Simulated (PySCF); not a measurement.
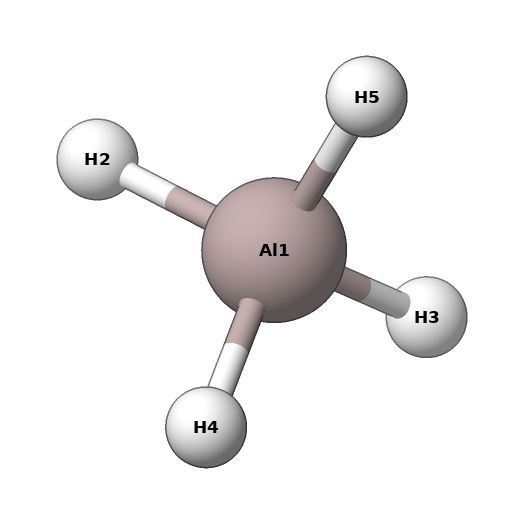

State: charge −1, singlet. The geometry was computed by an optimisation with PBE0-D3(BJ)/def2-SVP. No frequency run is at hand to confirm it as a minimum. Method: GIAO ωB97X-D/pcSseg-1 NMR shielding, non-relativistic, gas phase (PySCF 2.14.0), and the same with a continuum solvent (IEF-PCM, Bondi radii x 1.2, gas-phase geometry).

How do HOMO–LUMO gap (eV), σ(Al1) (ppm), σ(H2) (ppm) change in chloroform (ε = 4.7)?

```csv
medium,HOMO–LUMO gap (eV),σ(Al1) (ppm),σ(H2) (ppm)
gas phase,11.99,492.2,28.28
chloroform,12.46,484.5,28.43
```
